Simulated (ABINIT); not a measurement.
# SiC (Moissanite): G0W0 in ABINIT against the bands in the self-energy, part 2 of 2

Wanted: the cheapest bands in the self-energy that holds the gap of SiC (Moissanite).

ABINIT 10.8.3; LDA and many-body steps on it, plane waves. Known limits of the many-body steps: not at the basis limit; coarse k mesh.

So far. Step 2 (Screening, 3×3×2 mesh, 131 bands, screening to 217.7 eV): Local fields lower ε∞ by 9 %. On a Γ-centred mesh this coarse the value itself is usually too large, while a short band sum pulls it down.

### 5. 39 bands

Level of this step: G0W0 on LDA, plane waves, norm-conserving pseudopotentials (ABINIT).

The self-energy is evaluated for the states that the input lists, and the levels follow from it, in one-shot runs by the linearised quasiparticle equation.

Input file run.abi:

```
acell 3*1.0 Angstrom
rprim 
  3.075999999976 0.000000000005 0.000000000000
  -1.537999999993 2.663894142018 0.000000000000
  0.000000000000 0.000000000000 5.048000000000
ntypat 2
znucl 14 6
natom 4
typat 1 1 2 2
xred 
  0.333333333333 0.666666666667 0.000000000000
  0.666666666667 0.333333333333 0.500000000000
  0.333333333333 0.666666666667 0.385000000000
  0.666666666667 0.333333333333 0.885000000000
pp_dirpath "pseudos"
pseudos "Si.upf, C.upf"
ecut 37
ngkpt 3 3 2
nshiftk 1
shiftk 0 0 0
kptopt 1
chksymbreak 0
istwfk *1
occopt 1
irdwfk 1
optdriver 4
nband 39
gwcalctyp 0
ecutsigx 37
symsigma 1
nkptgw 3
kptgw 
  0.0000000000 0.0000000000 0.0000000000
  0.3333333333 0.3333333333 0.0000000000
  0.3333333333 0.0000000000 0.0000000000
bdgw 
  6 10
  7 10
  7 10
ecuteps 8
irdscr 1
ppmodel 1
indata_prefix "in"
outdata_prefix "out"
tmpdata_prefix "tmp"
```

On the command line:

```bash
$ OMP_NUM_THREADS=1 mpirun -n 4 abinit run.abi > log
```

Output:

```text
.Version 10.8.3 of ABINIT. v10.8.2 released Aug 2026.

 Symmetries : space group P6_3 m c (#186); Bravais hP (primitive hexag.)
[... echo of the input left out ...]
== DATASET  1 ==================================================================
-   mpi_nproc: 4, omp_nthreads: 1 (-1 if OMP is not activated)

--- !DatasetInfo
iteration_state: {dtset: 1, }
dimensions: {natom: 4, nkpt: 6, mband: 39, nsppol: 1, nspinor: 1, nspden: 1, mpw: 3018, }
cutoff_energies: {ecut:  37.0, pawecutdg:  -1.0, }
[...]
Band     E0 <VxcDFT>   SigX SigC(E0)      Z dSigC/dE  Sig(E)    E-E0       E
[...]
9  10.514 -10.835  -5.676  -4.053   0.823  -0.215  -9.925   0.910  11.424
       10  12.172 -11.492  -6.132  -4.050   0.815  -0.226 -10.424   1.068  13.240

== END DATASET(S) ==============================================================
================================================================================

 -outvars: echo values of variables after computation  --------
           etotal      0.0000000000E+00
            nband          39
             nkpt           6
          spgroup         186
 [... the other variables as echoed above ...]

 Calculation completed.
```

Wall time 7.8 s (4 MPI ranks of Arm Neoverse V1, shared host); peak memory 0.52 GiB; 31 s of CPU time.

Numbers from this step:

| Quantity | Value |
| --- | --- |
| G0W0 gap on the points computed | 2.758 eV |
| starting gap on the mesh | 2.222 eV |
| k of the valence top | 0, 0, 0 |
| k of the conduction bottom | 0.3333, 0.3333, 0 |
| least direct G0W0 gap on the computed points | 5.210 eV |

The gap on the mesh goes from 2.22 eV to 2.76 eV, a correction of +0.54 eV.

### 6. 80 bands

Changes to run.abi since step 5:

```diff
@@ -26,3 +26,3 @@
 optdriver 4
-nband 39
+nband 80
 gwcalctyp 0
```

Output:

```text
.Version 10.8.3 of ABINIT. v10.8.2 released Aug 2026.

 Symmetries : space group P6_3 m c (#186); Bravais hP (primitive hexag.)
[... echo of the input left out ...]
== DATASET  1 ==================================================================
-   mpi_nproc: 4, omp_nthreads: 1 (-1 if OMP is not activated)

--- !DatasetInfo
iteration_state: {dtset: 1, }
dimensions: {natom: 4, nkpt: 6, mband: 80, nsppol: 1, nspinor: 1, nspden: 1, mpw: 3018, }
cutoff_energies: {ecut:  37.0, pawecutdg:  -1.0, }
[...]
Band     E0 <VxcDFT>   SigX SigC(E0)      Z dSigC/dE  Sig(E)    E-E0       E
[...]
9  10.514 -10.835  -5.676  -4.407   0.820  -0.220 -10.218   0.617  11.130
       10  12.172 -11.492  -6.132  -4.472   0.812  -0.232 -10.771   0.721  12.894

== END DATASET(S) ==============================================================
================================================================================

 -outvars: echo values of variables after computation  --------
           etotal      0.0000000000E+00
            nband          80
             nkpt           6
          spgroup         186
 [... the other variables as echoed above ...]

 Calculation completed.
```

The job ended after 13 s (4 MPI ranks; peak memory 0.62 GiB).

This step gave:

```
G0W0 gap on the points computed              : 2.886 eV
starting gap on the mesh                     : 2.222 eV
k of the valence top                         : 0, 0, 0
k of the conduction bottom                   : 0.3333, 0.3333, 0
least direct G0W0 gap on the computed points : 5.280 eV
```

Against the run before, the gap moves by +0.128 eV.

### 7. 131 bands

Changes to run.abi since step 6:

```diff
@@ -26,3 +26,3 @@
 optdriver 4
-nband 80
+nband 131
 gwcalctyp 0
```

Output:

```text
.Version 10.8.3 of ABINIT. v10.8.2 released Aug 2026.

 Symmetries : space group P6_3 m c (#186); Bravais hP (primitive hexag.)
[... echo of the input left out ...]
== DATASET  1 ==================================================================
-   mpi_nproc: 4, omp_nthreads: 1 (-1 if OMP is not activated)

--- !DatasetInfo
iteration_state: {dtset: 1, }
dimensions: {natom: 4, nkpt: 6, mband: 131, nsppol: 1, nspinor: 1, nspden: 1, mpw: 3018, }
cutoff_energies: {ecut:  37.0, pawecutdg:  -1.0, }
[...]
Band     E0 <VxcDFT>   SigX SigC(E0)      Z dSigC/dE  Sig(E)    E-E0       E
[...]
9  10.514 -10.835  -5.676  -4.511   0.819  -0.221 -10.305   0.530  11.044
       10  12.172 -11.492  -6.132  -4.605   0.811  -0.233 -10.880   0.612  12.785

== END DATASET(S) ==============================================================
================================================================================

 -outvars: echo values of variables after computation  --------
           etotal      0.0000000000E+00
            nband         131
             nkpt           6
          spgroup         186
 [... the other variables as echoed above ...]

 Calculation completed.
```

Run time: 20 s. Hardware: 4 MPI ranks; peak memory 0.74 GiB.

This step gave:

```yaml
g0w0_gap_on_the_points_computed: 2.961 eV
starting_gap_on_the_mesh: 2.222 eV
k_of_the_valence_top: 0, 0, 0
k_of_the_conduction_bottom: 0.3333, 0.3333, 0
least_direct_g0w0_gap_on_the_computed_points: 5.329 eV
```

Against the run before, the gap moves by +0.075 eV.

### 8. The runs together

Times are wall times on 4 MPI ranks of Arm Neoverse V1, shared host, good to a factor of about two. A run's time includes the screening step that it read.

```
      run   mesh  bands  screening cutoff (eV)  DFT gap (eV)  gap on the mesh (eV)  direct (eV)  ε∞ used  time
 16 bands  3×3×2     16                  217.7         2.222                 2.718        5.375     8.79  19 s
 19 bands  3×3×2     19                  217.7         2.222                 2.701        5.266     8.79  20 s
 39 bands  3×3×2     39                  217.7         2.222                 2.758        5.210     8.79  22 s
 80 bands  3×3×2     80                  217.7         2.222                 2.886        5.280     8.79  28 s
131 bands  3×3×2    131                  217.7         2.222                 2.961        5.329     8.79  35 s
```

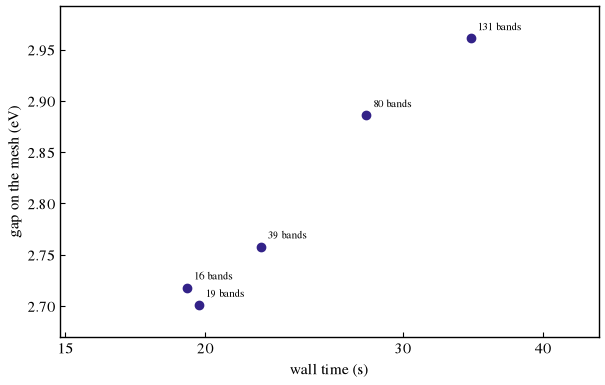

Result against wall time.

### 9. Results

```json
{
  "16 bands": "2.718 eV",
  "19 bands": "2.701 eV",
  "39 bands": "2.758 eV",
  "80 bands": "2.886 eV",
  "131 bands": "2.961 eV",
  "known limits": "not at the basis limit; coarse k mesh"
}
```

The setting moved: bands in the self-energy. From 16 bands to 131 bands the gap moves by +0.24 eV. The last step still moves it by +0.075 eV. Bands and screening cutoff are coupled, so a series along one setting does not show full convergence. Bands and cutoff are finite, so the gap is not at the basis limit. The miss can reach some tenths of an eV and take either sign; the mesh is an error of its own. In the G0W0 runs levels were corrected at 3 k points alone, so a gap called «on the mesh» is the least over those, and an edge elsewhere would be missed. The 3×3×2 mesh is coarse for this cell, which bears on the long-range parts of exchange and screening.

[Paths, hosts, dates, memory and timing lines, banners, echoed tables and standing remarks are left out of the program output.]

[Logs are printed without paths, hosts, clocks, repeated set-up lines and the standing remarks that a program may print on its own settings, such as how far it seeks lower states.]

[Runs of the session that timed out or met a known fault of the program may be left out.]

[Hosts, paths, dates, database ids (printed as entryN), source tags and the programs' standing remarks are cut or masked in the printed files.]

[G0W0 gaps are taken among the corrected bands and points alone; a level outside them can change the order at an edge.]

[Where Ansatz stands beside ABINIT at settings called matched, ABINIT's density can come from a denser mesh and the files from another edition; pairs whose starting gaps differed by over 0.03 eV were left out, so agreement reads better than it is.]
